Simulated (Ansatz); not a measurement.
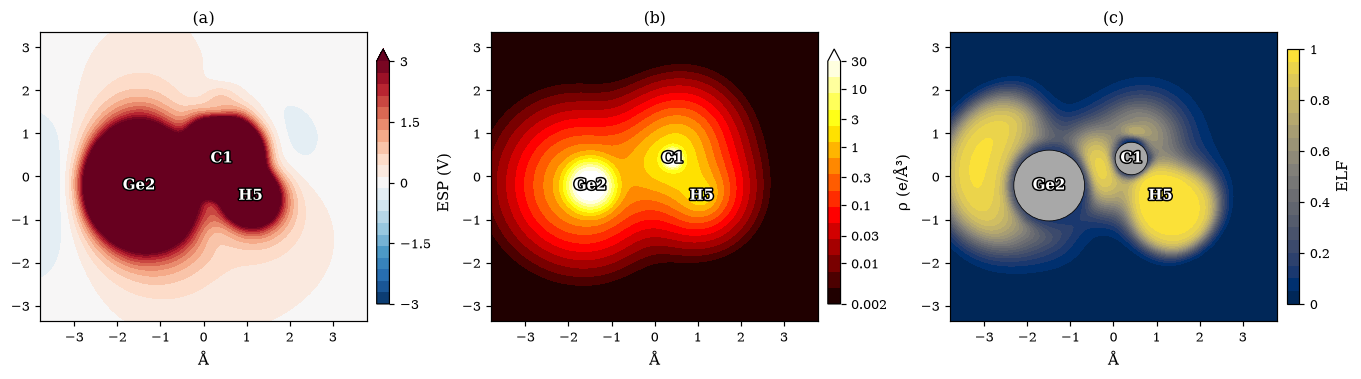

*CH4Ge (SMILES [CH3][GeH]). (a) electrostatic potential; (b) total electron density; (c) electron localisation function on the plane of atoms Ge2, C1 and H5. Grey discs cover the atomic cores in the ELF map.*

Geometry: B3LYP-D4/def2-TZVP.

All numbers below come from isolated molecule in a Gaussian basis; Kohn-Sham density functional theory, functional PBE0 (Ansatz).

```yaml
atoms:
  - { symbol: C, position_ang: [-1.3032, -2.1534, -1.0666] }
  - { symbol: Ge, position_ang: [-0.2787, -1.3969, -2.6185] }
  - { symbol: H, position_ang: [-0.7088, -2.8444, -0.4703] }
  - { symbol: H, position_ang: [-2.1963, -2.6679, -1.4352] }
  - { symbol: H, position_ang: [-1.6573, -1.3364, -0.4298] }
  - { symbol: H, position_ang: [-1.5217, -0.5132, -3.1201] }
```

What do the fields say about this system?

- The section cuts through C, Ge and H sites.
- C–Ge (2.01 Å): ρ is about 0.8 e/Å³ halfway; the ELF peaks at about 0.90 in the valence shell of C, 0.8 Å from its nucleus, and is about 0.70 at the midpoint.
- C–H (1.09 Å): ρ at the midpoint is about 1.9 e/Å³; the ELF climbs to about 1 towards the hydrogen, as it does in any bond to H: a covalent bond by its length.
- Outside the dense part of the molecule the potential is most negative (−0.4 V) near Ge2.
